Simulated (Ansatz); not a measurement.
# MnGe (P2_13): from the cell to its phonons

Task: relax MnGe (P2_13), then find its harmonic phonons.

Calculated with Ansatz 0.2.0; DFT PBEsol, scalar-relativistic, plane waves, PAW.

**1. The starting structure**

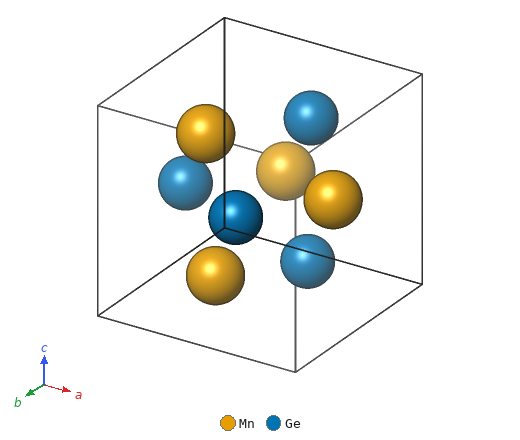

Start, viewed from a free direction; manganese orange, germanium blue.

**2. Relaxation**

Harmonic phonons are second derivatives at a point where the forces vanish, and they are wanted at zero stress, so atoms and cell are relaxed first.

The input, input.yaml:

```yaml
crystal:
  lattice:
    - [4.72500306, 0.0, 0.0]
    - [0.0, 4.72500306, 0.0]
    - [0.0, 0.0, 4.72500306]
  atoms:
    - { symbol: Mn, position: [0.63711182, 0.13711182, 0.36288818], spin: 2.23 }
    - { symbol: Mn, position: [0.13711182, 0.36288818, 0.63711182], spin: 2.23 }
    - { symbol: Mn, position: [0.36288818, 0.63711182, 0.13711182], spin: 2.23 }
    - { symbol: Mn, position: [0.86288818, 0.86288818, 0.86288818], spin: 2.23 }
    - { symbol: Ge, position: [0.34236337, 0.84236337, 0.65763663] }
    - { symbol: Ge, position: [0.84236337, 0.65763663, 0.34236337] }
    - { symbol: Ge, position: [0.65763663, 0.34236337, 0.84236337] }
    - { symbol: Ge, position: [0.15763663, 0.15763663, 0.15763663] }
kpoints:
  mp_grid: { grid: [8, 8, 8] }
hamiltonian:
  xc: pbesol
scf:
  occupations: { method: gaussian, width: 0.1 }
output:
  forces: true
  stress: true
  eigenvalues: true
  populations: true
magnetization:
  spin_polarized: true
relax:
  adjacent_minimum: "off"
  f_tol: 0.005
  max_steps: 80
  cell: { stress_tol: 0.05 }
```

Run with:

```console
> ansatz run input.yaml --threads 16 --pin off --max-ram 61440MiB --backend cuda --events-out ev --progress --plain --runs-dir out
```

Numbers of over 12 decimals in the logs are rounded to 6 here.

Output:

```text
Engine: ansatz 0.2.0, aarch64-unknown-linux-gnu
Pseudopotentials: kind: paw
Pseudopotential: Mn, paw, valence charge 15, recommended cutoff 420 eV (normal), Mn.paw.azcp
Pseudopotential: Ge, paw, valence charge 14, recommended cutoff 420 eV (normal), Ge.paw.azcp
Functional definition: PBEsol
  exchange = pbesol_x
  correlation = pbesol_c
device memory: the entry about to start is reckoned to put 15.4 GiB on a device that reports 182.5 GiB free
GPU FFT provider: cuFFT
GPU libraries: cuBLAS 13.8.1, cuFFT 12.4.0, cuSOLVER 12.3.2
GPU matrix products: emulated (plane waves: as basis.precision tells), large ones in fixed point in workspaces of 1.00 GiB
Crystal: 8 atoms, lattice volume = 105.489 Å³
Basis set: ecut = 420 eV, 2103 PW (Γ), exchange–correlation on 64×64×64 points (8 copies of the dense FFT grid, shifted against one another)
Bands: 75, of which v1, the nominal top of the filled ones, is band 58 counted from 1 (57 counted from 0)
Symmetry: 12 space group operations
Space group: P213 (ITA 198), of the structure as read, at distance tolerance 4.7e-5 Å
Magnetic group: BNS 198.9 (UNI 1511), of the structure as read, at distance tolerance 4.7e-5 Å
k-points: 45 of 512 (time reversal used)
Non-local potential: Mn, projectors of the file, l = 0: 3, l = 1: 2, l = 2: 3, l = 3: 1
Non-local potential: Ge, projectors of the file, l = 0: 2, l = 1: 2, l = 2: 3, l = 3: 1
PAW form: soft (Blöchl's): semilocal exchange-correlation on the pseudo side does not see the compensation charge
PAW frozen core: Mn, regenerated for the run's functional, and the local potential with it (the file was generated under x = pbe(κ = 0.804, μ = 0.219515), c = pbe(β = 0.066725))
PAW frozen core: Ge, regenerated for the run's functional, and the local potential with it (the file was generated under x = pbe(κ = 0.804, μ = 0.219515), c = pbe(β = 0.066725))
PAW one-centre angular grid: Mn, 590 points (default); XC on 64 Gauss nodes
PAW one-centre angular grid: Ge, 590 points (default); XC on 64 Gauss nodes
Initial density: superposition of atomic densities (chi_scale 0.1, normalization cell)
Starting moments: Σ|m| = 8.92 μB on 4 of 8 sites
Initial wavefunctions: pseudopotential atomic-orbital guess
GPU buffer pool allocated for 32768 grid points (all kernels)
GPU transforms: local potential and band sums: pruned to the plane-wave sphere, on 32×32×32
Functional: x = pbesol(κ = 0.804, μ = 0.123457), c = pbesol(β = 0.046)
SCF iter   1: F=—  HF=-32488.641564 eV  |F-HF|=—  |Δ(HF+E_count)|=         —  Δρ=3.86e-2 (↑3.86e-2 ↓3.65e-2)  dr2=4.26e0  dr2_m=8.27e-2  M=7.597 μB ∫|m|=8.640 μB  β_m=0.30  ethr=3.10e-3  ⟨swp⟩=4.7  Hψ=20538  notcnv=0  defer=55
Mixer restart at iter 1: flushing history
preconditioner: auto → Kerker (q_TF=auto, 2.772 Å⁻¹)  [metal: Δε(μ)=0.007 eV  Ē_g=16.838 eV  σ=0.100 eV  W_gap=0.04  n_scr=32 (ndim 8)  ℏωp=33.1 eV  f_vac=0.000  D(μ)=5.00/eV (n_scr^D=32)]
spin=Collinear: Kerker preconditioning applied to the charge; magnetization (m = ρ↑ − ρ↓) channel mixes plain (no charge-response kernel on spin).
SCF iter   2: F=—  HF=-32486.918798 eV  |F-HF|=—  |Δ(HF+E_count)|=    1.72e0  Δρ=1.71e-2 (↑1.57e-2 ↓1.71e-2)  dr2=8.37e-1  dr2_m=7.42e-2  M=7.802 μB ∫|m|=8.923 μB  β_m=0.34  ethr=3.10e-3  ⟨swp⟩=2.0  Hψ=9515  notcnv=0  defer=669
SCF iter   3: F=—  HF=-32488.158197 eV  |F-HF|=—  |Δ(HF+E_count)|=    1.24e0  Δρ=1.75e-2 (↑1.75e-2 ↓1.15e-2)  dr2=9.13e-1  dr2_m=5.53e-2  M=7.845 μB ∫|m|=9.027 μB  β_m=0.43  ethr=7.22e-4  ⟨swp⟩=2.0  Hψ=7568  notcnv=0  defer=669
SCF iter   4: F=—  HF=-32490.086525 eV  |F-HF|=—  |Δ(HF+E_count)|=    1.93e0  Δρ=9.57e-3 (↑9.57e-3 ↓6.72e-3)  dr2=4.63e-1  dr2_m=9.44e-3  M=7.809 μB ∫|m|=9.072 μB  β_m=0.74  ethr=7.22e-4  ⟨swp⟩=2.2  Hψ=9614  notcnv=0  defer=669
SCF iter   5: F=—  HF=-32490.304812 eV  |F-HF|=—  |Δ(HF+E_count)|=   2.18e-1  Δρ=8.45e-3 (↑8.45e-3 ↓4.92e-3)  dr2=1.38e-1  dr2_m=3.22e-3  M=7.725 μB ∫|m|=9.070 μB  β_m=0.84  ethr=3.99e-4  ⟨swp⟩=2.5  Hψ=10792  notcnv=0  defer=659
SCF iter   6: F=—  HF=-32490.380353 eV  |F-HF|=—  |Δ(HF+E_count)|=         —  Δρ=5.93e-3 (↑5.93e-3 ↓2.41e-3)  dr2=5.57e-2  dr2_m=3.32e-3  M=7.700 μB ∫|m|=9.029 μB  β_m=0.84  ethr=1.19e-4  ⟨swp⟩=3.0  Hψ=11645  notcnv=0  defer=665
Mixer restart at iter 6: flushing history
SCF iter   7: F=—  HF=-32490.398602 eV  |F-HF|=—  |Δ(HF+E_count)|=   1.82e-2  Δρ=5.25e-3 (↑5.25e-3 ↓1.24e-3)  dr2=1.34e-2  dr2_m=7.64e-3  M=7.822 μB ∫|m|=9.175 μB  β_m=0.66  ethr=4.80e-5  ⟨swp⟩=2.0  Hψ=12475  notcnv=0  defer=665
SCF iter   8: F=—  HF=-32490.387748 eV  |F-HF|=—  |Δ(HF+E_count)|=   1.09e-2  Δρ=8.84e-4 (↑7.70e-4 ↓8.84e-4)  dr2=1.06e-3  dr2_m=4.87e-4  M=7.783 μB ∫|m|=9.129 μB  β_m=0.83  ethr=1.16e-5  ⟨swp⟩=2.0  Hψ=12750  notcnv=0  defer=665
SCF iter   9: F=—  HF=-32490.387656 eV  |F-HF|=—  |Δ(HF+E_count)|=   9.13e-5  Δρ=1.33e-3 (↑1.33e-3 ↓3.14e-4)  dr2=1.60e-3  dr2_m=3.09e-4  M=7.802 μB ∫|m|=9.154 μB  β_m=0.83  ethr=9.12e-7  ⟨swp⟩=2.0  Hψ=12008  notcnv=0  defer=665
SCF iter  10: F=—  HF=-32490.387341 eV  |F-HF|=—  |Δ(HF+E_count)|=   3.15e-4  Δρ=6.00e-4 (↑6.00e-4 ↓2.08e-4)  dr2=4.51e-4  dr2_m=4.18e-5  M=7.795 μB ∫|m|=9.148 μB  β_m=0.82  ethr=9.12e-7  ⟨swp⟩=2.0  Hψ=10971  notcnv=0  defer=657
SCF iter  11: F=—  HF=-32490.387284 eV  |F-HF|=—  |Δ(HF+E_count)|=   5.77e-5  Δρ=2.43e-5 (↑2.43e-5 ↓1.77e-5)  dr2=1.49e-6  dr2_m=1.23e-7  M=7.788 μB ∫|m|=9.139 μB  β_m=0.91  ethr=3.89e-7  ⟨swp⟩=3.0  Hψ=12313  notcnv=0  defer=657
SCF iter  12: F=—  HF=-32490.387277 eV  |F-HF|=—  |Δ(HF+E_count)|=   6.58e-6  Δρ=5.90e-6 (↑5.90e-6 ↓4.59e-6)  dr2=9.25e-8  dr2_m=6.82e-10  M=7.789 μB ∫|m|=9.139 μB  β_m=0.92  ethr=1.28e-9  ⟨swp⟩=2.0  Hψ=10659  notcnv=0  defer=651
SCF iter  13: F=-32490.387277 eV  HF=-32490.387277 eV  |F-HF|=5.33e-8  |Δ(HF+E_count)|=   2.89e-8  Δρ=3.68e-6 (↑3.68e-6 ↓3.63e-6)  dr2=6.02e-8  dr2_m=7.71e-11  M=7.788 μB ∫|m|=9.139 μB  ethr=7.97e-11  ⟨swp⟩=7.2  Hψ=27205  notcnv=0
SCF 1 converged in 13 iterations: F = -32490.387277 eV  dr2 = 6.02e-8
  greatest PAW one-centre occupation: 1.001 electrons in one spin orbital (limit 2), on the Mn atom at site 1 (counted from 0), in its partial waves of l = 1
relax step   1: F+E_penalty+E_count = -32490.38727706 eV  Δ(F+E_penalty+E_count) = +0.000e0 eV  max|allowed force component| = 4.070e-2 eV/Å  Δτ_max = 0.0000 Å  P = -4.089 GPa  Ω = 105.489 Å³  (13 SCF iters, dr2 threshold 1.00e-7 eV, accepted)
device memory: the entry about to start is reckoned to put 15.0 GiB (of the 15.4 GiB reckoned in all, the device holds 0.4 GiB already) on a device that reports 182.2 GiB free
GPU FFT provider: cuFFT
[...]
relax step   4: F+E_penalty+E_count = -32490.42799808 eV  Δ(F+E_penalty+E_count) = -1.324e-5 eV  max|allowed force component| = 5.856e-4 eV/Å  Δτ_max = 0.0008 Å  P = +0.002 GPa  Ω = 102.481 Å³  energy of the carried Pulay correction = +8.681e-4 eV  (6 SCF iters, dr2 threshold 1.85e-9 eV, accepted)
device memory: the entry about to start is reckoned to put 15.4 GiB on a device that reports 182.5 GiB free
GPU FFT provider: cuFFT
GPU libraries: cuBLAS 13.8.1, cuFFT 12.4.0, cuSOLVER 12.3.2
GPU matrix products: emulated (plane waves: as basis.precision tells), large ones in fixed point in workspaces of 1.00 GiB
Initial wavefunctions: pseudopotential atomic-orbital guess (no wavefunctions were taken with the density)
GPU buffer pool allocated for 32768 grid points (all kernels)
GPU transforms: local potential and band sums: pruned to the plane-wave sphere, on 32×32×32
iter 1 solved again at ethr=2.61e-8 eV; its pass at ethr=3.10e-3 eV (dr2=3.03e-5 eV) is discarded
SCF iter   1: F=—  HF=-32490.426312 eV  |F-HF|=—  |Δ(HF+E_count)|=         —  Δρ=2.18e-5 (↑1.26e-5 ↓2.18e-5)  dr2=2.68e-7  dr2_m=7.15e-8  M=7.415 μB ∫|m|=8.639 μB  β_m=0.65  ethr=2.61e-8  ⟨swp⟩=3.0  Hψ=40712  notcnv=0
spin=Collinear: Kerker preconditioning applied to the charge; magnetization (m = ρ↑ − ρ↓) channel mixes plain (no charge-response kernel on spin).
SCF iter   2: F=—  HF=-32490.427123 eV  |F-HF|=—  |Δ(HF+E_count)|=   8.11e-4  Δρ=1.18e-5 (↑1.07e-5 ↓1.18e-5)  dr2=1.82e-7  dr2_m=2.11e-8  M=7.415 μB ∫|m|=8.639 μB  β_m=0.51  ethr=2.31e-10  ⟨swp⟩=2.0  Hψ=11744  notcnv=0
SCF iter   3: F=—  HF=-32490.427123 eV  |F-HF|=—  |Δ(HF+E_count)|=   2.23e-8  Δρ=5.93e-6 (↑4.13e-6 ↓5.93e-6)  dr2=2.98e-8  dr2_m=4.82e-9  M=7.415 μB ∫|m|=8.639 μB  β_m=0.64  ethr=1.57e-10  ⟨swp⟩=2.0  Hψ=8672  notcnv=0
SCF iter   4: F=—  HF=-32490.427123 eV  |F-HF|=—  |Δ(HF+E_count)|=   3.50e-8  Δρ=2.60e-6 (↑9.53e-7 ↓2.60e-6)  dr2=8.80e-9  dr2_m=2.11e-9  M=7.415 μB ∫|m|=8.639 μB  β_m=0.82  ethr=2.57e-11  ⟨swp⟩=2.0  Hψ=10081  notcnv=0
SCF iter   5: F=—  HF=-32490.427123 eV  |F-HF|=—  |Δ(HF+E_count)|=   1.96e-8  Δρ=2.05e-6 (↑9.16e-7 ↓2.05e-6)  dr2=5.18e-9  dr2_m=1.70e-9  M=7.415 μB ∫|m|=8.639 μB  β_m=0.91  ethr=7.59e-12  ⟨swp⟩=2.0  Hψ=8708  notcnv=0
SCF iter   6: F=—  HF=-32490.427123 eV  |F-HF|=—  |Δ(HF+E_count)|=   4.45e-9  Δρ=2.64e-6 (↑2.64e-6 ↓5.00e-7)  dr2=5.35e-9  dr2_m=1.44e-9  M=7.414 μB ∫|m|=8.639 μB  β_m=0.91  ethr=4.46e-12  ⟨swp⟩=2.5  Hψ=12122  notcnv=0
SCF iter   7: F=—  HF=-32490.427123 eV  |F-HF|=—  |Δ(HF+E_count)|=  8.00e-11  Δρ=2.74e-7 (↑2.74e-7 ↓6.19e-8)  dr2=5.01e-11  dr2_m=1.88e-11  M=7.414 μB ∫|m|=8.639 μB  β_m=0.89  ethr=4.46e-12  ⟨swp⟩=2.0  Hψ=11664  notcnv=0
SCF iter   8: F=—  HF=-32490.427123 eV  |F-HF|=—  |Δ(HF+E_count)|=  1.46e-11  Δρ=5.18e-8 (↑3.80e-8 ↓5.18e-8)  dr2=9.22e-12  dr2_m=8.53e-14  M=7.414 μB ∫|m|=8.639 μB  β_m=0.95  ethr=1.00e-12  ⟨swp⟩=1.0  Hψ=6750  notcnv=0
SCF iter   9: F=-32490.427123 eV  HF=-32490.427123 eV  |F-HF|=4.00e-11  |Δ(HF+E_count)|=  4.00e-11  Δρ=1.11e-7 (↑1.11e-7 ↓9.93e-8)  dr2=4.92e-11  dr2_m=4.89e-14  M=7.414 μB ∫|m|=8.639 μB  ethr=1.00e-12  ⟨swp⟩=2.1  Hψ=19055  notcnv=0
SCF 5 converged in 9 iterations: F = -32490.427123 eV  dr2 = 4.92e-11
relax step   5: F+E_penalty+E_count = -32490.42712304 eV  Δ(F+E_penalty+E_count) = +8.750e-4 eV  max|allowed force component| = 5.524e-4 eV/Å  Δτ_max = 0.0000 Å  P = +0.003 GPa  Ω = 102.481 Å³  stress off target by 2.58e-3 GPa  SCF on the basis re-selected at this cell (its energy is not comparable with the rows above)  (9 SCF iters)
basis re-selected at this cell: Δ(F+E_penalty+E_count) = +8.750e-4 eV, ΔP = +0.001 GPa vs the last step (what re-selecting the basis moved, of the pressure what is left beyond the Pulay correction that the steps carried, after the strain that the cell walked since its last selection, with what the two solves' SCF thresholds leave and, on support functions, any second-order correction that the steps lacked; it is no m [...]
SCF converged after 9 iterations
Magnetization: 7.4145 μB (61.7072 up, 54.2928 down)
Absolute magnetization: 8.6330 μB (∫|ρ↑−ρ↓|, with the PAW one-centre terms)
Spin contamination: 0.2048 ħ² per cell (⟨S²⟩ above its minimum at these occupations)
Per-site moments (μB) at R_I (Å): [(1.912229, 0.983511), (1.912229, 0.983511), (1.912229, 0.983511), (1.912229, 0.983511), (-0.080163, 0.983511), (-0.080163, 0.983511), (-0.080163, 0.983511), (-0.080163, 0.983511)]
Free energy (F): -32490.427123 eV
Harris-Foulkes:  -32490.427123 eV  (|F-HF|=4.00e-11)
Internal energy: -32490.399444 eV  (E = F + TS)
E sigma→0 (E₀):  -32490.413283 eV
Entropy (-TS):   -0.027679 eV (-3.460 meV/atom)
Fermi energy:    16.960517 eV
--- Per-component energies (eV) ---
  E_band       = -944.360957
  E_kinetic    = 1693.623809
  E_local      = -14423.816230  (includes V_loc(G=0)·N_el)
  E_nonlocal   = 2656.658656
  E_hartree    = 6219.821921
  E_xc         = -763.156500
  E_vxc        = -855.064707  (∫ρ·V_xc dr)
  E_paw        = -13004.284417  (= ΣΔE_a)
  E_vpaw       = -2455.408198  (= ΣTr[D̂ρ^β])
  E_aug_tail   = 0.001258  (compensation charges beyond the density's cutoff)
  E_ewald      = -14873.598285
  E_core_change = 4.350346  (= ΣΔE_core)
  E_smearing   = -0.027679  (= −TS)
  E_closure    = 0.000000  (closes the sum)
  Σ components = -32490.427123   (vs F -32490.427123, Δ=0.00e0)
--- Forces (eV/Å), atoms counted from 1 ---
  atom   1  Mn    -0.00055242    -0.00055242     0.00055242
  atom   2  Mn    -0.00055242     0.00055242    -0.00055242
  atom   3  Mn     0.00055242    -0.00055242    -0.00055242
  atom   4  Mn     0.00055242     0.00055242     0.00055242
  atom   5  Ge    -0.00024850    -0.00024850     0.00024850
  atom   6  Ge    -0.00024850     0.00024850    -0.00024850
  atom   7  Ge     0.00024850    -0.00024850    -0.00024850
  atom   8  Ge     0.00024850     0.00024850     0.00024850
  max |Σ_I F_I| component: 2.50e-16 eV/Å
--- Stress (GPa, compression-positive) ---
        0.002577       0.000000       0.000000
        0.000000       0.002577      -0.000000
        0.000000      -0.000000       0.002577
  P = ⅓ Tr σ = 0.0026 GPa (0.026 kbar)
--- Band table (eV; the first three rows and the last of 90) ---
  k-point 0 ↑: bands = [... 54 lower, 14.9998, 16.2411, 16.2411, 16.2411, 16.2528, 16.2528, 16.9867, 16.9867, ... 13 higher]
  k-point 1 ↑: bands = [... 54 lower, 15.1410, 16.0767, 16.1023, 16.2253, 16.2635, 16.4571, 16.8437, 16.9530, ... 13 higher]
  k-point 2 ↑: bands = [... 54 lower, 15.1992, 15.8000, 15.9904, 16.1491, 16.2963, 16.4984, 16.7446, 16.8598, ... 13 higher]
  k-point 44 ↓: bands = [... 54 lower, 17.4590, 17.4590, 17.6890, 17.6890, 17.6890, 17.6890, 18.5343, 18.5343, ... 13 higher]
--- Relaxed structure (4 steps of the walk, 4 accepted, 1 SCFs on fresh bases) ---
  F+E_penalty+E_count = -32490.42712304 eV   max|allowed force component| = 5.524e-4 eV/Å   (the final SCF, on the basis selected at the relaxed cell)
  cell:  # Å, volume = 102.4813 Å³
    - [4.679666, 0, 0]
    - [0, 4.679666, 0]
    - [0, 0, 4.679666]
  atoms:
    - { symbol: Mn, position: [0.637416, 0.137416, 0.362584] }
    - { symbol: Mn, position: [0.137416, 0.362584, 0.637416] }
    - { symbol: Mn, position: [0.362584, 0.637416, 0.137416] }
    - { symbol: Mn, position: [0.862584, 0.862584, 0.862584] }
    - { symbol: Ge, position: [0.343258, 0.843258, 0.656742] }
    - { symbol: Ge, position: [0.843258, 0.656742, 0.343258] }
    - { symbol: Ge, position: [0.656742, 0.343258, 0.843258] }
    - { symbol: Ge, position: [0.156742, 0.156742, 0.156742] }
--- Löwdin populations: 8 sites ---
  site symbol       q [e]    m [muB]
     0     Mn     14.5597     2.0624
     1     Mn     14.5597     2.0624
     2     Mn     14.5597     2.0624
     3     Mn     14.5597     2.0624
     4     Ge     14.2725    -0.1976
     5     Ge     14.2725    -0.1976
     6     Ge     14.2725    -0.1976
     7     Ge     14.2725    -0.1976
  spilling = 0.005787 (of n_electrons = 116.000000)
```

Elapsed: 6.6 s, on 1 × NVIDIA GB200 with 16 threads of Arm Neoverse V2, shared host; peak memory 1.1 GiB; 45 s of CPU time.

Step by step:

```
step  energy less that of the first step (eV)  largest force component (eV/Å)  pressure (GPa)  volume (Å³)
   1                                   0.0000                          0.0407           -4.09       105.49
   2                                  -0.0382                          0.0277           -0.97       103.13
   3                                  -0.0407                          0.0054            0.01       102.47
   4                                  -0.0407                          0.0006            0.00       102.48
  5*                                  -0.0398                          0.0006            0.00       102.48
```

Relaxation steps marked * repeat the geometry before them on a plane-wave basis chosen anew for their cell, so energy and pressure can jump there.

Forces are held to the 12 operations that the run works with; a distortion that breaks them can't arise in this run.

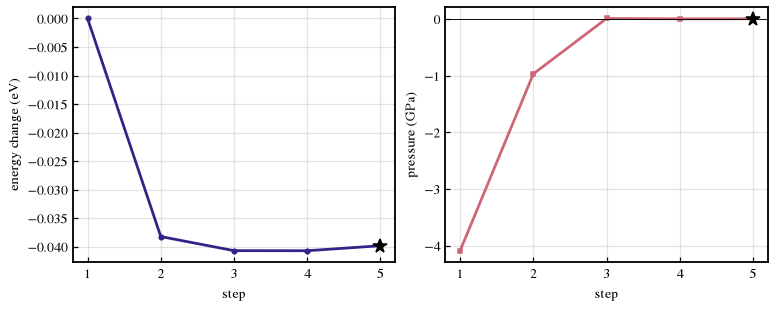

Energy and pressure along the relaxation. Stars mark steps on a basis chosen anew.

```
conventional cell, symmetrised  before  after  change
                         a (Å)   4.725  4.680  -1.0 %
                         b (Å)   4.725  4.680  -1.0 %
                         c (Å)   4.725  4.680  -1.0 %
              volume (Å³/atom)   13.19  12.81  -2.9 %
```

This step gave:

* magnetization: 7.414 μB
* absolute magnetization: 8.633 μB
* site moments: 1.912, 1.912, 1.912, 1.912, -0.08016, -0.08016, -0.08016, -0.08016 μB
* pressure: 0.002577 GPa
* volume per atom: 12.81 Å³
* gap on the k-mesh: 0 eV

In this step the volume went from 13.19 to 12.81 Å³/atom.

**3. Tight relaxation**

Phonons need a cell at rest on their own settings, so the relaxation is repeated with tight tolerances on forces and stress on the k mesh and occupations of the first response run.

The input, input.yaml:

```yaml
crystal:
  lattice:
    - [4.6796664803, 0.0, 0.0]
    - [0.0, 4.6796664803, 0.0]
    - [0.0, 0.0, 4.6796664803]
  atoms:
    - { symbol: Mn, position: [0.637415826, 0.137415826, 0.362584174], spin: 2.1 }
    - { symbol: Mn, position: [0.137415826, 0.362584174, 0.637415826], spin: 2.1 }
    - { symbol: Mn, position: [0.362584174, 0.637415826, 0.137415826], spin: 2.1 }
    - { symbol: Mn, position: [0.862584174, 0.862584174, 0.862584174], spin: 2.1 }
    - { symbol: Ge, position: [0.3432584306, 0.8432584306, 0.6567415694] }
    - { symbol: Ge, position: [0.8432584306, 0.6567415694, 0.3432584306] }
    - { symbol: Ge, position: [0.6567415694, 0.3432584306, 0.8432584306] }
    - { symbol: Ge, position: [0.1567415694, 0.1567415694, 0.1567415694] }
kpoints:
  mp_grid: { grid: [8, 8, 8] }
hamiltonian:
  xc: pbesol
scf:
  occupations: { method: gaussian, width: 0.15 }
output:
  forces: true
  stress: true
  eigenvalues: true
  populations: true
magnetization:
  spin_polarized: true
relax:
  adjacent_minimum: "off"
  f_tol: 0.001
  max_steps: 60
  cell: { stress_tol: 0.01 }
```

Output:

```text
[...]
GPU FFT provider: cuFFT
GPU libraries: cuBLAS 13.8.1, cuFFT 12.4.0, cuSOLVER 12.3.2
[...]
Crystal: 8 atoms, lattice volume = 102.481 Å³
Basis set: ecut = 420 eV, 2007 PW (Γ), exchange–correlation on 64×64×64 points (8 copies of the dense FFT grid, shifted against one another)
[...]
--- Löwdin populations: 8 sites ---
  site symbol       q [e]    m [muB]
     0     Mn     14.5636     2.0158
     1     Mn     14.5636     2.0158
     2     Mn     14.5636     2.0158
     3     Mn     14.5636     2.0158
     4     Ge     14.2686    -0.1942
     5     Ge     14.2686    -0.1942
     6     Ge     14.2686    -0.1942
     7     Ge     14.2686    -0.1942
  spilling = 0.005787 (of n_electrons = 116.000000)
[key lines of the parts left out:]
SCF converged after 7 iterations
Magnetization: 7.2427 μB (61.6213 up, 54.3787 down)
Free energy (F): -32490.444797 eV
Fermi energy:    17.002746 eV
P = ⅓ Tr σ = -0.0001 GPa (-0.001 kbar)
```

It took 5.5 s on 1 × NVIDIA GB200 with 16 threads; peak memory 1.1 GiB.

Little changed from the start: no atom moved by 0.005 Å and no cell edge by 0.1 %.

Numbers from this step:

```yaml
magnetization: 7.243 μB
absolute_magnetization: 8.441 μB
site_moments: 1.869, 1.869, 1.869, 1.869, -0.07863, -0.07863, -0.07863, -0.07863 μB
pressure: -1.07e-4 GPa
volume_per_atom: 12.79 Å³
```

The largest force component left is 0.14 meV/Å and the pressure is 0.000 GPa, within the tolerances set. The cell now holds 12.79 Å³/atom.

(Part 1 of 2 ends here.)

[Logs are printed without paths, hosts, clocks, repeated set-up lines and the standing remarks that a program may print on its own settings, such as how far it seeks lower states.]

[Hosts, paths, dates, database ids (printed as entryN), source tags and the programs' standing remarks are cut or masked in the printed files.]
